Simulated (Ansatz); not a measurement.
NaLa$_{2}$

Input

```
crystal:
  lattice:
    - [0.0, 3.9273665302, 3.9273665302]
    - [3.9273665302, 0.0, 3.9273665302]
    - [3.9273665302, 3.9273665302, 0.0]
  atoms:
    - { symbol: Na, position: [0.0, 0.0, 0.0] }
    - { symbol: La, position: [0.25, 0.25, 0.25] }
    - { symbol: La, position: [0.75, 0.75, 0.75] }
basis:
  ecutwfc: 420
kpoints:
  mp_grid: { grid: [10, 10, 10] }
hamiltonian:
  xc: pbe
scf:
  occupations: { method: gaussian, width: 0.1 }
output:
  forces: true
  stress: true
  eigenvalues: true
  write_density: true
  write_potential: true
  elf: true
  volumetric_format: npy
relax:
  adjacent_minimum: "off"
  f_tol: 0.01
  max_steps: 80
  cell: { stress_tol: 0.05 }
```

Run with:

```sh
ansatz run input.yaml --threads 1 --pin off --max-ram 2048MiB --backend cpu --events-out ev --progress --plain --runs-dir out
```

Below, planes, directions and counts refer to the conventional cell (a = 7.85 Å, b = 7.85 Å, c = 7.85 Å, α = 90.00°, β = 90.00°, γ = 90.00°).

The fields are those of the run's last geometry, not of the input's.

Space group Fm-3m; a structure generated by program, which may or may not match a known phase; computed without spin polarisation.

Computed with DFT PBE, scalar-relativistic, plane waves, PAW (Ansatz 0.2.0).

Predict the valence pseudo-density and electron localisation function between the atoms.

Na–La (3.40 Å): the density is about 0.09 e/Å³ at the midpoint, with its minimum of 0.07 e/Å³ about 1.4 Å from Na; the ELF is about 0.15 at the midpoint (no localised pair shows between them).

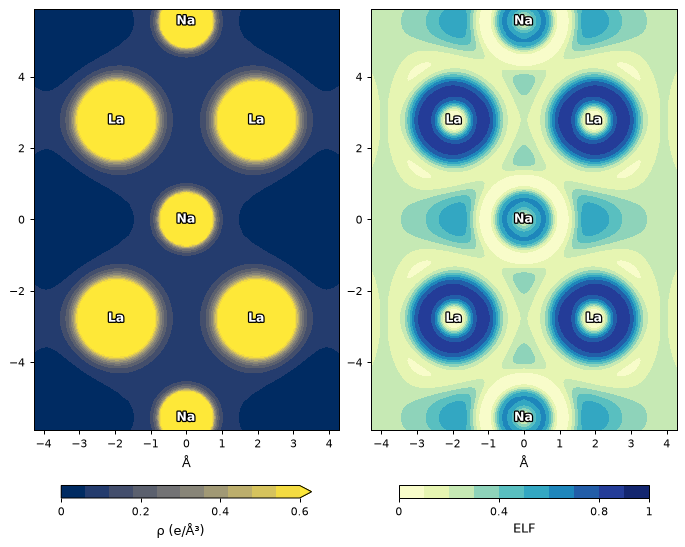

Computed valence pseudo-density and electron localisation function on the (011) plane of the conventional cell, in this order. 
